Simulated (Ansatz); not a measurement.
The reference is SiO2 in the rutile structure (space group P4_2/mnm, No. 136; a = 4.185 Å, c = 2.669 Å).

One thing is altered: cell and atoms relaxed at a pressure of 50 GPa.

Level of theory: r2SCAN/PAW in Ansatz (a first-principles code), spin-orbit coupling left out.

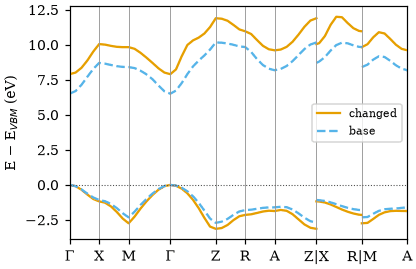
Figure. Highest valence and lowest conduction band along the path, each from its own valence-band maximum

Question: From the figure, how large is the changed gap, and is it direct?

Answer: About 7.9 eV, direct at Γ.

Load acts through the strain it causes; cell and atoms are relaxed under it. No phonon test of stability was made. No other phases were tried under pressure.
